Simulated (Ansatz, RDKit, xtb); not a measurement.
**Isomers of GeSi2H7Br, a sample narrowed down**

Which of a sample of isomers of GeSi2H7Br is the most stable in the gas at 298.15 K, and what are its properties? The sample is small against all isomers, and the most stable one of this formula need not be in it.

Plan: many cheap relaxations first (GFN2-xTB), then density-functional screening, relaxation at B3LYP/def2-SVP, vibrations (at GFN2-xTB) and a final energy. The numbers are computed, not measured.

## Step 1: Drawing up candidates

Isomers were taken from a list of plausible structures; this is a sample, not all of them. That gives 4 candidates.

```csv
label,SMILES,spin
c220,[SiH3][Si@@H]([GeH3])Br,singlet
c350,[SiH3][GeH2][SiH2]Br,singlet
c410,[SiH3][SiH2][GeH2][Br],singlet
c980,[SiH3][GeH]([SiH3])[Br],singlet
```

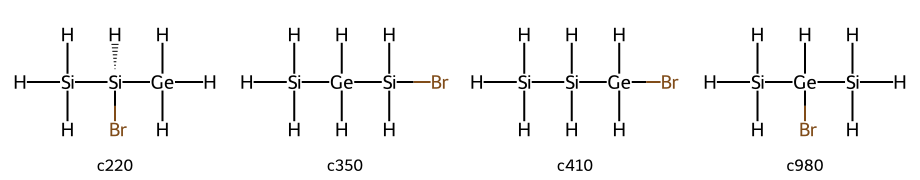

Structural formulas of the candidates.

Candidates are built by distance geometry, with a force field where one applies, in up to four conformers (letters a to d).

## Step 2: First filter: tight binding

All 6 starts are relaxed the same way. One of them, c350a (taken from a list of positional isomers, embedded by distance geometry and UFF), in full:

start.xyz reads:

```xyz
11
c350a
Br    -2.557037     3.222230     2.854294
Ge    -1.583064     0.661468     0.269101
Si    -3.294270    -0.688294     0.997867
Si    -0.877462     1.975816     1.993848
H     -2.796264    -1.571156     2.135025
H     -4.392795     0.105419     1.532437
H     -3.792093    -1.578121    -0.065854
H     -2.176710     1.564912    -0.891617
H     -0.465434    -0.179227    -0.309946
H      0.195118     2.911758     1.546785
H     -0.350073     1.112174     3.088694
```

Started as:

```sh
$ xtb start.xyz --gfn 2 --opt
```

The program printed (excerpt; [...] marks lines left out):

```text
* xtb version 6.7.1
[...]
          :  # basis functions                  47          :
[...]
          :  # electrons                        26          :
[...]
          :  Hamiltonian                  GFN2-xTB          :
[...]
          :  net charge                          0          :
          :  unpaired electrons                  0          :
[...]
   *** convergence criteria satisfied after 16 iterations ***
[...]
   *** GEOMETRY OPTIMIZATION CONVERGED AFTER 13 ITERATIONS ***
[...]
   *** convergence criteria satisfied after 3 iterations ***
[...]
         ::                     SUMMARY                     ::
         :::::::::::::::::::::::::::::::::::::::::::::::::::::
         :: total energy             -13.093806075170 Eh    ::
         :: gradient norm              0.000775845754 Eh/a0 ::
         :: HOMO-LUMO gap              4.345103210721 eV    ::
         ::.................................................::
         :: SCC energy               -13.168713178094 Eh    ::
         :: -> isotropic ES            0.028759900375 Eh    ::
         :: -> anisotropic ES         -0.002037631721 Eh    ::
         :: -> anisotropic XC         -0.010613910101 Eh    ::
         :: -> dispersion             -0.009013086841 Eh    ::
         :: repulsion energy           0.074907102925 Eh    ::
         :: add. restraining           0.000000000000 Eh    ::
         :: total charge              -0.000000000000 e     ::
         :::::::::::::::::::::::::::::::::::::::::::::::::::::
[...]
        13        2.0000           -0.3887962             -10.5797 (HOMO)
        14                         -0.2291166              -6.2346 (LUMO)
[...]
     #   Z          covCN         q      C6AA      α(0)
     1  35 Br       0.833    -0.253   191.878    22.334
     2  32 Ge       3.740    -0.009   172.147    23.553
     3  14 Si       3.687     0.435    98.867    19.047
     4  14 Si       3.601     0.468    98.869    19.097
     5   1 H        0.918    -0.099     5.527     3.677
     6   1 H        0.919    -0.085     5.070     3.521
     7   1 H        0.919    -0.091     5.245     3.582
     8   1 H        0.934    -0.076     4.795     3.424
     9   1 H        0.934    -0.095     5.387     3.629
    10   1 H        0.919    -0.088     5.166     3.555
    11   1 H        0.919    -0.106     5.778     3.760
[...]
     #   Z sym  total        # sym  WBO       # sym  WBO       # sym  WBO
 ---------------------------------------------------------------------------
     1  35 Br   1.167 --     4 Si   1.085
     2  32 Ge   3.588 --     9 H    0.893     8 H    0.890     4 Si   0.775
                             3 Si   0.772
     3  14 Si   3.584 --     6 H    0.886     5 H    0.884     7 H    0.883
                             2 Ge   0.772
     4  14 Si   3.738 --     1 Br   1.085    11 H    0.870    10 H    0.869
                             2 Ge   0.775
     5   1 H    0.990 --     3 Si   0.884
     6   1 H    0.993 --     3 Si   0.886
     7   1 H    0.984 --     3 Si   0.883
     8   1 H    0.994 --     2 Ge   0.890
     9   1 H    0.991 --     2 Ge   0.893
    10   1 H    0.984 --     4 Si   0.869
[...]
molecular dipole:
                 x           y           z       tot (Debye)
 q only:        0.019      -0.773      -0.180
   full:        1.030      -1.424      -0.809       4.917
molecular quadrupole (traceless):
[...]
          | TOTAL ENERGY              -13.093806075170 Eh   |
          | GRADIENT NORM               0.000775845754 Eh/α |
          | HOMO-LUMO GAP               4.345103210721 eV   |
           -------------------------------------------------
[...]
```

Run time: 0.11 s. Hardware: 2 threads of Intel Xeon 6975P-C (Granite Rapids), shared host.

## Step 3: The minima found

6 of the 6 relaxations converged. 6 distinct structures remain:

```csv
label,start,SMILES after,spin,energy (kcal/mol)
c980a,drawn,[SiH3][GeH]([SiH3])[Br],singlet,0.0
c350a,drawn,[SiH3][GeH2][SiH2]Br,singlet,5.7
c350b,drawn,[SiH3][GeH2][SiH2]Br,singlet,7.8
c410a,drawn,[SiH3][SiH2][GeH2][Br],singlet,12.8
c410b,drawn,[SiH3][SiH2][GeH2][Br],singlet,13.5
c220a,drawn,[SiH3][Si@@H]([GeH3])Br,singlet,21.3
```

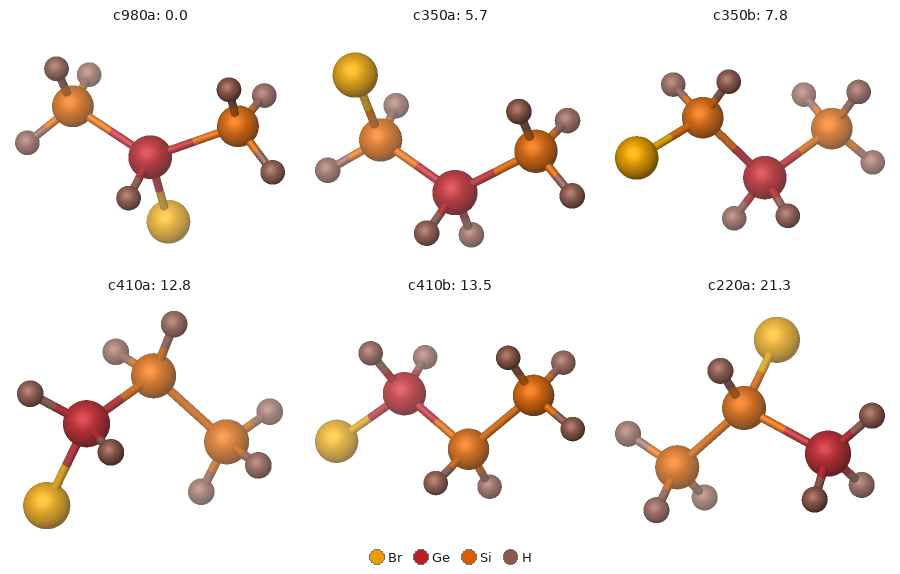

The 6 lowest minima that did not fall apart, with their GFN2-xTB energies in kcal/mol.

## Step 4: Second filter: single points

A choice of the minima (the low ones first, few conformers of a pattern, up to a cap) and the lowest that fell apart get a single point at r2SCAN-D4/def2-SVP on the tight-binding geometry, and one at HF/STO-3G for comparison. The lowest singlets are also tried as triplets at the same geometry (label ending in t). The first, c980a:

input.yaml reads:

```yaml
crystal:
  periodic: [false, false, false]
  atoms:
    - {symbol: Br, position_ang: [0.110527, -0.645868, -1.256009]}
    - {symbol: Ge, position_ang: [-0.099952, -0.066159, 1.003673]}
    - {symbol: Si, position_ang: [-1.722039, -1.572548, 1.890085]}
    - {symbol: Si, position_ang: [2.117376, 0.412370, 1.739732]}
    - {symbol: H, position_ang: [-1.171274, -2.928279, 1.877208]}
    - {symbol: H, position_ang: [-2.957454, -1.531792, 1.110666]}
    - {symbol: H, position_ang: [-1.987082, -1.168449, 3.270616]}
    - {symbol: H, position_ang: [-0.813820, 1.300134, 0.793140]}
    - {symbol: H, position_ang: [2.747133, 1.419802, 0.888907]}
    - {symbol: H, position_ang: [2.027659, 0.902412, 3.114964]}
    - {symbol: H, position_ang: [2.904163, -0.820993, 1.713272]}
basis:
  gaussian:
    orbitals: def2-SVP
hamiltonian:
  xc: {name: r2SCAN}
  dispersion: d4
scf:
  lower_state_search: "off"
output: {orbitals: {seedname: orbitals}}
```

Started as:

```sh
$ ansatz run input.yaml --threads 2 --pin off --max-ram 5220MiB --events-out events.jsonl --progress --plain --runs-dir runs
```

The program printed (excerpt; [...] marks lines left out):

```text
Warning: RAYON_NUM_THREADS=2 ignored (pool sized by the plan → 2); use --threads N
Functional definition: r2SCAN
  name "r2SCAN"
[...]
1494 factors; their error is unknown
[...]
mean field -142412.53136385 eV, -5233.5639969406 hartree, gradient 4.5e-6 eV, S^2 0.000000; 0 other end points of the search recorded, 0 dependent functions left out
reference -142412.53137573 eV, -5233.5639973772 hartree; 51, 51 occupied and 84, 84 virtual orbitals, 1494 factors
Total energy: -142412.60331297 eV, -5233.5666410221 hartree
Checks for a lower state left out: stability, starts, cluster_reference, orbital_swaps, neighbouring_geometries, increment
```

Run time: 1.6 s. Hardware: 2 threads of Intel Xeon 6975P-C (Granite Rapids), shared host; peak memory 0.2 GiB.

Relative energies in kcal/mol, each column from its lowest structure that stays in one piece:

```csv
label,SMILES,spin,GFN2-xTB,HF/STO-3G,r2SCAN-D4/def2-SVP
c350b,[SiH3][GeH2][SiH2]Br,singlet,7.8,0.0,0.0
c350a,[SiH3][GeH2][SiH2]Br,singlet,5.7,2.7,0.8
c980a,[SiH3][GeH]([SiH3])[Br],singlet,0.0,5.5,1.4
c220a,[SiH3][Si@@H]([GeH3])Br,singlet,21.3,4.1,3.5
c410a,[SiH3][SiH2][GeH2][Br],singlet,12.8,8.2,4.6
c410b,[SiH3][SiH2][GeH2][Br],singlet,13.5,6.8,5.0
c980at,[SiH3][GeH]([SiH3])[Br],triplet,–,–,112.4
c350bt,[SiH3][GeH2][SiH2]Br,triplet,–,–,116.5
```

## Step 5: Refinement at B3LYP/def2-SVP

4 candidates are relaxed at B3LYP/def2-SVP (chosen among the lowest in one piece, one conformer a pattern). The first, c350b:

input.yaml reads:

```yaml
crystal:
  periodic: [false, false, false]
  atoms:
    - symbol: Br
      position_ang: [2.240482, -3.736957, 2.316970]
    - symbol: Ge
      position_ang: [0.154591, -1.953706, -0.367474]
    - symbol: Si
      position_ang: [-0.422109, 0.180676, -1.138926]
    - symbol: Si
      position_ang: [1.588646, -1.790305, 1.472533]
    - symbol: H
      position_ang: [-1.048491, 0.900559, -0.027454]
    - symbol: H
      position_ang: [0.819255, 0.881392, -1.476235]
    - symbol: H
      position_ang: [-1.315336, 0.187947, -2.290593]
    - symbol: H
      position_ang: [-1.036499, -2.811720, -0.001947]
    - symbol: H
      position_ang: [0.788756, -2.831606, -1.423457]
    - symbol: H
      position_ang: [0.968237, -1.112705, 2.607933]
    - symbol: H
      position_ang: [2.844885, -1.121882, 1.143064]
basis:
  gaussian:
    orbitals: def2-SVP
magnetization:
  spin_polarized: false
  initial_magnetization: 0
hamiltonian:
  xc: {name: B3LYP}
scf:
  lower_state_search: "off"
relax:
  f_tol: 0.006
```

Started as:

```sh
$ ansatz run input.yaml --threads 2 --pin off --max-ram 5220MiB --events-out events.jsonl --progress --plain --runs-dir runs
```

The program printed (excerpt; [...] marks lines left out):

```text
Warning: RAYON_NUM_THREADS=2 ignored (pool sized by the plan → 2); use --threads N
[...]
Functional definition: B3LYP
  name "B3LYP"
[...]
1391 factors; integrals over basis functions are off by at most 4.1e-4 eV
[...]
mean field -142417.52365439 eV, -5233.7474602342 hartree, gradient 5.6e-6 eV, S^2 0.000000; 0 other end points of the search recorded, 0 dependent functions left out
[...]
reference -142417.52397422 eV, -5233.7474719877 hartree; 51, 51 occupied and 84, 84 virtual orbitals, 1391 factors
relax step   1: F+E_penalty+E_count = -142417.52365439 eV  Δ(F+E_penalty+E_count) = +0.000e0 eV  max|allowed force component| = 6.928e-1 eV/Å  Δτ_max = 0.0000 Å  (13 SCF iters, accepted)
[...]
relax step   7: F+E_penalty+E_count = -142417.70919745 eV  Δ(F+E_penalty+E_count) = -1.951e-4 eV  max|allowed force component| = 2.772e-2 eV/Å  Δτ_max = 0.0126 Å  (13 SCF iters, accepted)
[...]
Atom 2 at    -0.441564     0.211817    -1.163290 Å, force    -0.001410     0.000345    -0.001830 eV/Å
Atom 3 at     1.650402    -1.828322     1.550852 Å, force     0.001906    -0.004296     0.002622 eV/Å
Atom 4 at    -1.137579     0.981577    -0.090973 Å, force     0.000486    -0.000336    -0.000067 eV/Å
Atom 5 at     0.778815     0.962524    -1.580368 Å, force    -0.000296    -0.000284     0.000400 eV/Å
Atom 6 at    -1.354204     0.075948    -2.335854 Å, force     0.000941     0.000265     0.001317 eV/Å
Atom 7 at    -1.086725    -2.745448     0.079531 Å, force    -0.001069    -0.001106     0.000203 eV/Å
Atom 8 at     0.883701    -2.765402    -1.454418 Å, force     0.000600    -0.000985    -0.001002 eV/Å
Atom 9 at     1.004524    -1.113651     2.687768 Å, force    -0.000375     0.000819     0.000233 eV/Å
Atom 10 at     2.916165    -1.125035     1.199089 Å, force     0.000421     0.000501    -0.000357 eV/Å
Dipole moment:    -0.116056     0.276184    -0.151333 e Å
Checks for a lower state left out: stability, starts, cluster_reference, orbital_swaps, neighbouring_geometries, increment
```

It took 19 s on 2 threads of Intel Xeon 6975P-C (Granite Rapids), shared host; peak memory 0.37 GiB.

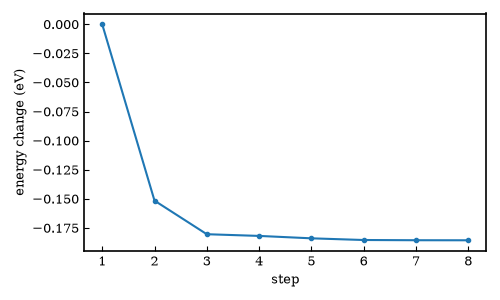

Energy along the run, all evaluated steps.

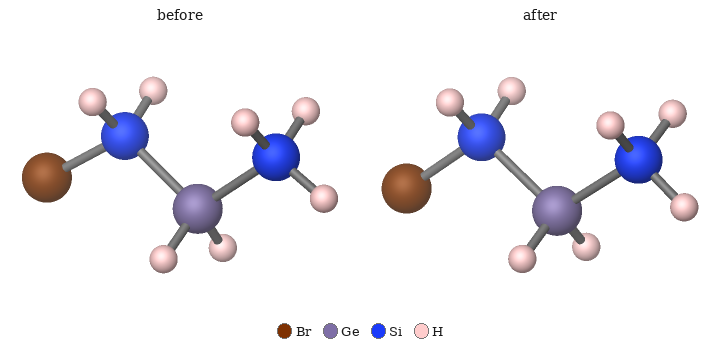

Before and after, at one scale.

After the run. Bond lengths: Ge2–Si3 2.405 Å, Br1–Si4 2.257 Å, Ge2–Si4 2.400 Å, Si3–H5 1.492 Å, Si3–H6 1.492 Å, Si3–H7 1.492 Å, Ge2–H8 1.545 Å, Ge2–H9 1.545 Å, Si4–H10 1.490 Å, Si4–H11 1.490 Å. Some angles: Si3–Ge2–Si4 112.2°, Br1–Si4–Ge2 110.1°, Ge2–Si3–H5 109.9°, Ge2–Si3–H6 109.9°, Ge2–Si3–H7 110.1°, Si3–Ge2–H8 109.9°, Si3–Ge2–H9 109.9°, Si4–Ge2–H8 108.5°, Si4–Ge2–H9 108.5°, Br1–Si4–H10 107.7°.

[end of part 1 of 2]
